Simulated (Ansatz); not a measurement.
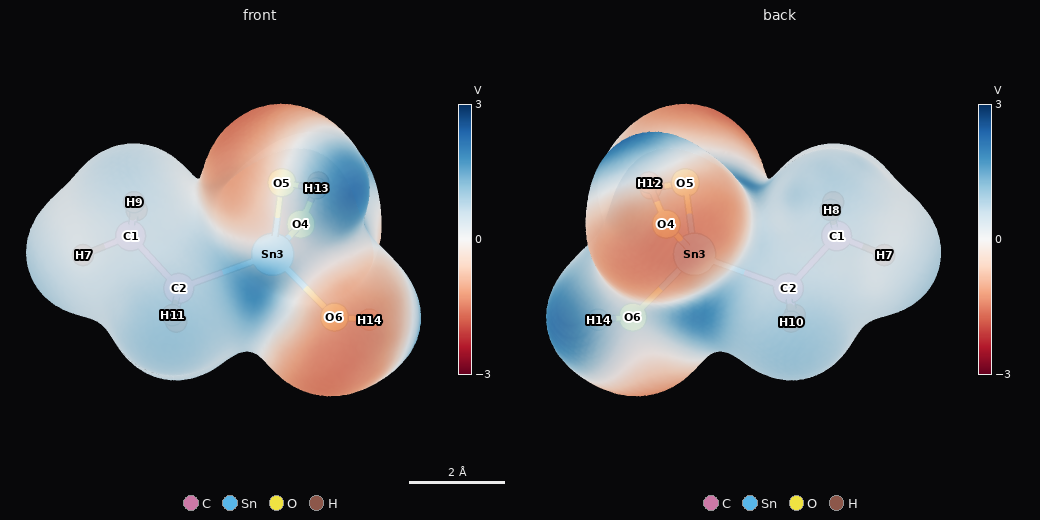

C2H8O3Sn (SMILES C[CH2][Sn]([OH])([OH])[OH]). The electrostatic potential painted on the density surface at 0.002 e/bohr³, seen from the front and from behind; red is negative and blue positive.

Geometry: PBE0-D4/def2-TZVP; core potentials replace the inner electrons of Sn.

The calculation used RKS PBE0-D4/def2-TZVPP in Ansatz.

Input

```
crystal:
  periodic: [false, false, false]
  atoms:
    - {symbol: C, position_ang: [1.077534, -1.033864, 1.503315]}
    - {symbol: C, position_ang: [0.820574, -1.069341, 0.003402]}
    - {symbol: Sn, position_ang: [-0.491536, 0.473437, -0.636970]}
    - {symbol: O, position_ang: [-2.348268, 0.159595, -0.085846]}
    - {symbol: O, position_ang: [0.001563, 2.212328, 0.127889]}
    - {symbol: O, position_ang: [-0.532718, 0.722869, -2.581610]}
    - {symbol: H, position_ang: [1.772010, -1.827577, 1.791899]}
    - {symbol: H, position_ang: [0.157534, -1.180534, 2.073217]}
    - {symbol: H, position_ang: [1.513180, -0.082900, 1.816360]}
    - {symbol: H, position_ang: [0.365142, -2.011237, -0.309261]}
    - {symbol: H, position_ang: [1.741042, -0.945768, -0.570954]}
    - {symbol: H, position_ang: [-2.719478, 0.924717, 0.361617]}
    - {symbol: H, position_ang: [0.063120, 2.894314, -0.546082]}
    - {symbol: H, position_ang: [-1.432799, 0.734861, -2.918175]}
basis:
  gaussian: {orbitals: def2-TZVPP}
hamiltonian: {xc: pbe0, dispersion: d4}
output: {orbitals: {seedname: orbitals}}
```

Command:

```sh
ansatz run in.yaml --threads 4 --pin off --events-out ev --progress --plain --max-ram 11315MiB
```

Question: Where is the surface potential most negative and most positive?

Answer: The most negative region (about −1.6 V, or −37 kcal/mol for a unit charge) lies over O4, O5 and O6, the most positive (about +2.1 V, or +48 kcal/mol for a unit charge) over H12, H13 and H14.
